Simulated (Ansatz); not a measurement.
```xyz
9

C    -0.8107    1.1306   -0.9415
Al    0.7310    0.7055    0.2119
C     0.8773   -1.1114    0.9578
H    -1.4678    0.2645   -1.0690
H    -0.4819    1.4609   -1.9319
H    -1.4015    1.9500   -0.5197
H     0.9153   -1.8382    0.1374
H    -0.0218   -1.3379    1.5435
H     1.7487   -1.2703    1.5945
```

Geometry: PBE0-D4/def2-TZVP.

Method: UKS PBE0-D4/def2-TZVPP in Ansatz 0.2.0.

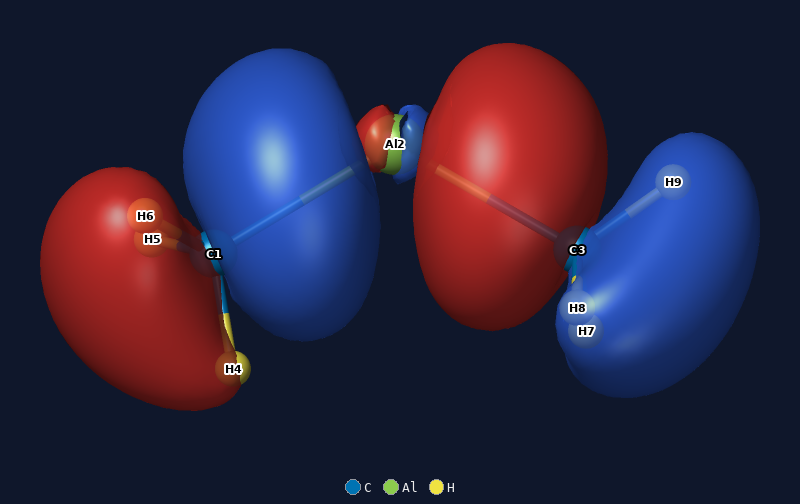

C₂H₆Al (doublet). The HOMO−1 (α) at ±0.08 Å⁻³ᐟ² (blue and red are the two phases), seen across its widest extent.

Question: What is the character of this orbital?

Answer: Its weight (Hirshfeld) is mainly on C1 (about 30 %), C3 (about 30 %) and Al2 (about 20 %). Its energy is −7.87 eV.
